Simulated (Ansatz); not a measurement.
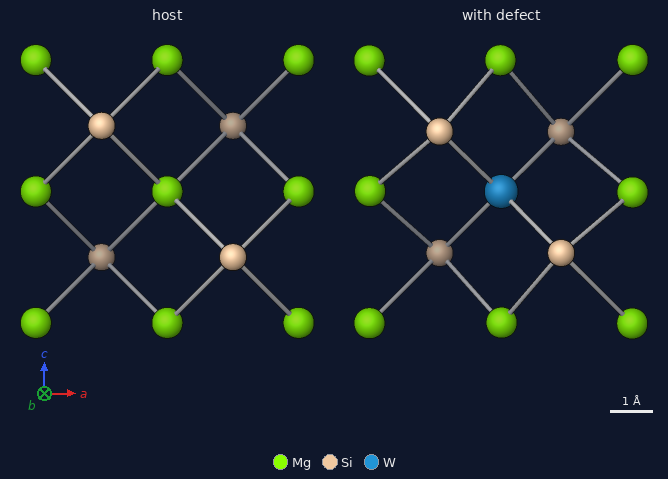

Left: perfect Mg2Si. Right: the same region with one point defect, after relaxing the atoms in a supercell of 96 sites. The picture is a ball-and-stick view of the atoms within 4.6 Å of one point, in a slice 5.0 Å thick across the line of sight, seen along the b axis.

All numbers below come from DFT, PBEsol, PAW, plane waves in Ansatz. (plane-wave cutoff 420 eV; k-point mesh 1 × 1 × 1; mesh shifted by (0.25, 0.25, 0.25); no spin polarisation) Fermi-Dirac smearing of 0.01 eV. The axes drawn are those of the host's conventional cell.

What kind of defect was made?

Answer. A magnesium atom is replaced by tungsten.

The charge state of the cell is 0.

What does the relaxation do around it?

Answer. In the host the Mg atom has 4 Si at 2.74 Å, 6 Mg at 3.16 Å; the W atom ends with 4 Si at 2.49 to 2.54 Å. Of the host's atoms, a silicon atom moves furthest from its site, by 0.25 Å.
